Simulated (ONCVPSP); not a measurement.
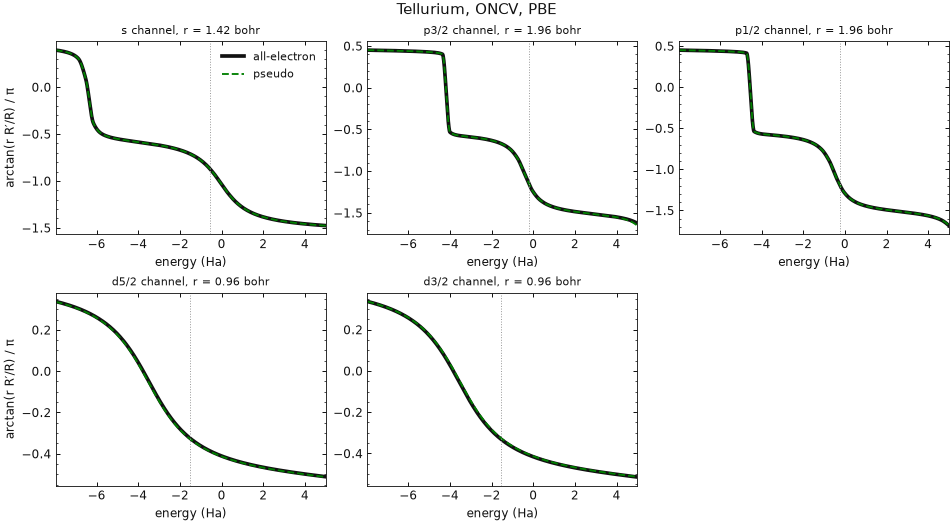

Unwrapped phase arctan(r R′/R) in units of π against energy, all-electron (solid) and pseudo (dashed); the pseudo phase is matched to the all-electron one at the reference energy. Here R(r) is the radial function. A near-vertical step is a level narrower than the spacing of the points behind the curves. The dotted line marks the reference energy of the channel.

Tellurium (Te), optimised norm-conserving Vanderbilt (ONCV), made with ONCVPSP 4.0.1 (PBE, fully relativistic). Core [Ar] 3d10, reference 4s2 4p6 4d10 5s2 5p4. Waves: 4s+5s: rc 1.40 bohr, ncon 3, nbas 6, qcut 11 1/bohr, 2 projectors; 4p+5p: rc 1.94 bohr, ncon 4, nbas 9, qcut 8.4 1/bohr, 2 projectors; 4d: rc 0.95 bohr, ncon 4, nbas 7, qcut 9.3 1/bohr, local. Local part: the d channel. Core correction: none.

**Does the potential have spurious states?**

The plot shows none: the two phases stay within 0.09 rad of each other in all channels drawn. The separate test gives: no bound ghost flagged; no localised positive-energy state flagged (flags above 300 eV left out).

**Over which energies does the pseudo-atom scatter like the all-electron atom (phases within 0.05 rad)?**

s: over the whole range drawn; p3/2: up to about 4.8 Ha; p1/2: over the whole range drawn; d5/2: over the whole range drawn; d3/2: over the whole range drawn.

The potential isn't sound: the pseudo-atom misses its own reference levels by up to 0.89 eV.
